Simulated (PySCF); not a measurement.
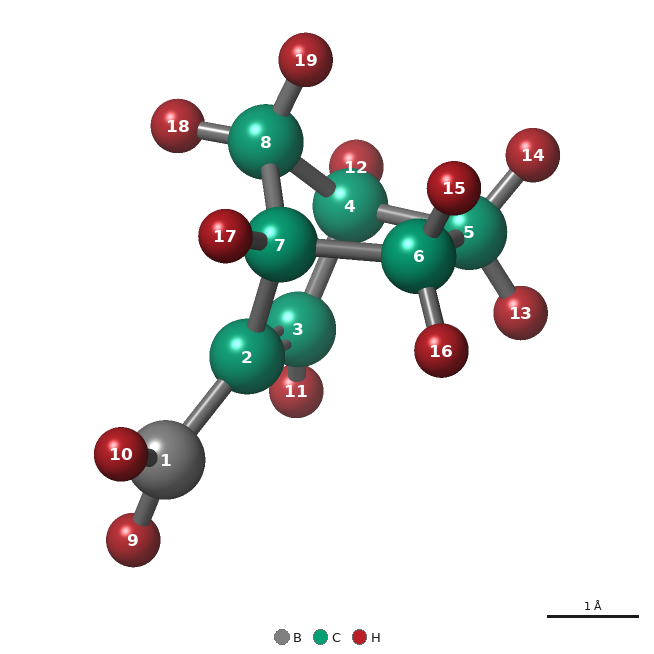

The atoms are numbered. Geometry: a frame of a GFN2-xTB molecular-dynamics simulation, not a minimum.

> Describe the coordination of atom 6.

C6 has 4 neighbours (C5 at 1.56, C7 at 1.54, H15 at 1.11, H16 at 1.12 Å); the arrangement is tetrahedral.

> Describe the coordination of atom 1.

B1 has 3 neighbours (C2 at 1.49, H9 at 1.16, H10 at 1.17 Å); the arrangement is trigonal planar.

> Describe the coordination of atom 5.

C5 has 4 neighbours (C4 at 1.55, C6 at 1.56, H13 at 1.15, H14 at 1.10 Å); the arrangement is tetrahedral.

> What is the geometry at C3?

C3 has 3 neighbours (C2 at 1.35, C4 at 1.48, H11 at 1.10 Å); the arrangement is trigonal planar.

> What is the dihedral angle C5–C4–C8–C7?

54° in size, that is gauche.
